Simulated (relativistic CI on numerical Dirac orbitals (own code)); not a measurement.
**Relativistic CI calculation for Pr⁴⁺**

- system: Pr⁴⁺.
- method: Dirac-Coulomb-Breit CI, KLI orbitals optimised for each configuration, model QED (radiative potential, 1s self-energy scaled to tabulated hydrogen-like ionisation energies), multiplet model of core-to-valence dipole absorption (relativistic CI on numerical Dirac orbitals, in-house)

### Input
```
atom Pr  Z=59  charge=4  electrons=55
nucleus A=141  rms_radius_fm=4.8919
hamiltonian dirac-coulomb  breit=on  qed=on  c_scale=1
orbitals kli  potential=per-configuration
slater_scale 1
correlation none
mixing on
configurations
  [Xe] 4f
  [Ar] 3d9 4s2 4p6 4d10 4f2 5s2 5p6
end
absorption M4,5 T=80 lorentz=0.6 gauss=0.4
crystal_field free
```

Hardware: 1 CPU thread, shared host.

The program writes its results to a structured record and prints no log; tables and figures of this report are taken from that record.

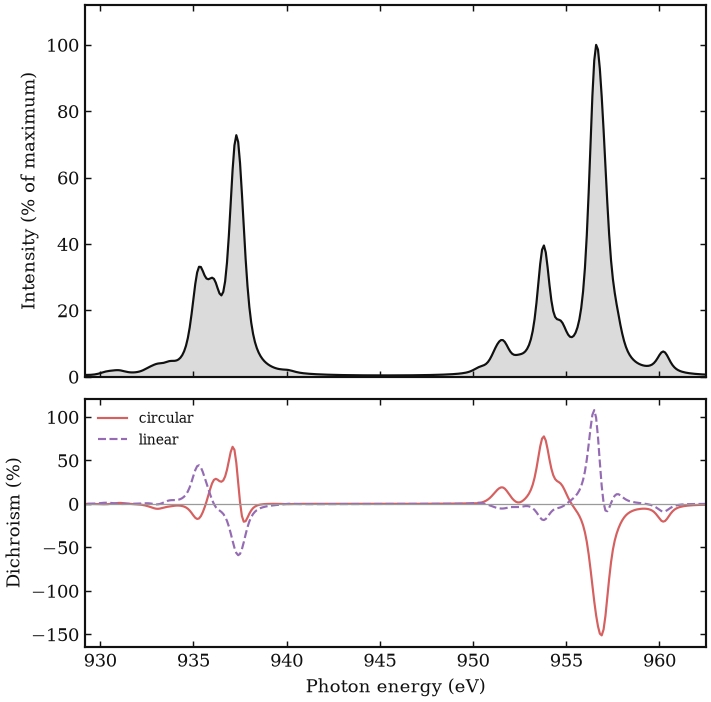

M₄,₅ X-ray absorption of Pr⁴⁺, [Xe] 4f, in no crystal field (free ion). Multiplet model: relativistic Dirac–Coulomb–Breit theory, one configuration a step, Slater integrals scaled by 1, 80 K, Voigt broadening (Lorentzian 0.6 eV, Gaussian 0.4 eV full widths), computed with a radial Dirac CI code. Dichroism is for the ground state at zero temperature, magnetised by a magnetic field of 10 T along z (linear: z less the mean of x and y). The main maxima lie at 935.3 eV (33), 937.3 eV (73), 951.5 eV (11), 953.8 eV (40), 956.6 eV (100) and 960.2 eV (8), heights in % of the largest; the centroid is at 947.8 eV. The lower edge holds 0.41 of the intensity (branching ratio, edges parted at 945 eV), and the core spin-orbit splitting of the orbitals is 21.0 eV. The ground state has S = 0.50. The circular dichroism (Δm = −1 less Δm = +1) is largest at 956.9 eV, −151 % of the isotropic maximum; its integrals over the lower and upper edge are 0.028 and −0.099 of the sum over the three polarisations. The magnetised ground state has ⟨Lz⟩ = −2.86 and ⟨Sz⟩ = 0.36.

### Summary

| quantity | value |
| --- | --- |
| outcome | converged |
| CPU time | 0.77 s |

### Notes

To bear in mind: free-ion energies, so absolute edge positions are off by a few eV from solids.
